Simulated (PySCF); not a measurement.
**C3H14N2OSi3 (SMILES CN[SiH2]NC(=O)[SiH2]C[SiH3]): density, localisation and related maps**

Input file:

```
{"job": {"kind": "nmr", "xc": "PBE0", "basis": "pcSseg-1"}, "charge": 0, "multiplicity": 1}
C      3.698122     1.031875    -0.925361
N      2.505373     0.288282    -0.589244
Si     2.067943    -0.069942     1.026693
N      0.699640    -1.180331     0.956711
C     -0.443686    -0.657569     0.506946
O     -0.424391     0.519193     0.140746
Si    -2.075841    -1.643548     0.438195
C     -3.203253    -0.545299    -0.590945
Si    -2.588563     1.249925    -0.916912
H      3.557597     2.114336    -0.846474
H      4.008891     0.794653    -1.944188
H      4.493124     0.743453    -0.241658
H      1.744249     0.510886    -1.216024
H      3.145822    -0.890669     1.583376
H      1.690656     1.011360     1.938500
H      0.709641    -2.136574     1.263778
H     -1.767288    -2.962974    -0.134820
H     -2.499512    -1.838334     1.831330
H     -4.184929    -0.480874    -0.121581
H     -3.377652    -1.007857    -1.563022
H     -3.765959     1.840926    -1.603781
H     -2.453165     2.025844     0.308351
H     -1.541570     1.310221    -1.931419
```

Launched as:

```sh
OMP_NUM_THREADS=1 python probes_run.py task.json out
```

Geometry: GFN2-xTB.

Level of theory: PySCF 2.14.0, PBE0/pcSseg-1, SCF density, gas phase, non-relativistic.

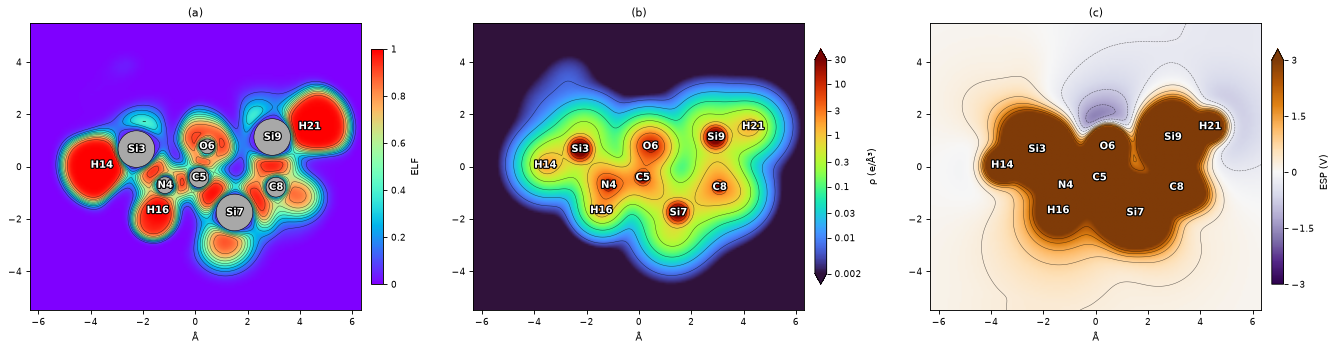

Figure 1. (a) ELF; (b) electron density; (c) electrostatic potential on the plane of atoms Si3, N4 and H16. Grey discs cover the atomic cores in the ELF map.

Q: Read the bonding off the picture.

A: The plane passes through Si, N, C, O and H nuclei.
C–O (1.23 Å): the density is about 3.1 e/Å³ at the midpoint; the ELF peaks at about 0.85 between the atoms: a short, strongly polar bond.
C–N (1.34 Å): ρ at the midpoint is about 2.4 e/Å³; the ELF peaks at about 0.90 between the atoms; localised, covalent bonding.
C–Si (1.88 Å): the density is about 0.93 e/Å³ at the midpoint; the ELF peaks at about 0.95 between the atoms, as expected for a shared electron pair.
N–H (1.00 Å): the density is about 2.9 e/Å³ at the midpoint; the ELF climbs to about 1 towards the hydrogen, as it does in any bond to H; a covalent bond by its length.
Si–N (1.76 Å): ρ is about 1 e/Å³ halfway; the ELF peaks at about 0.95 between the atoms: a shared but strongly polarised pair.
Outside the dense part of the molecule the potential is most negative (−1.6 V) near O6.

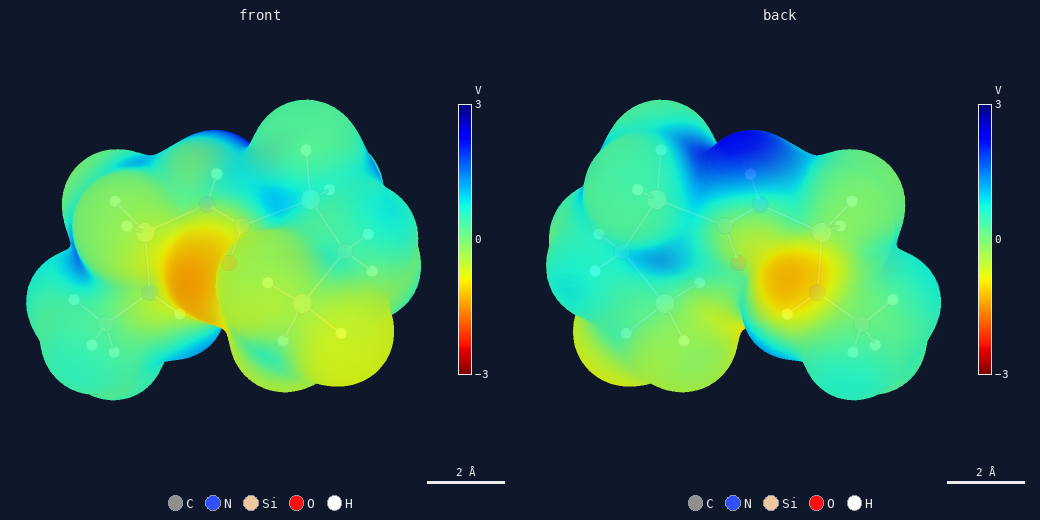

Figure 2. The electrostatic potential painted on the density surface at 0.002 e/bohr³, seen from the front and from behind; the colour scale runs from red (negative) to blue (positive).

Q: Describe the electrostatic potential map.

A: The most negative region (about −1.4 V) lies over O6, the most positive (about +2.2 V) over H16. O6 is the likeliest acceptor of a hydrogen bond.
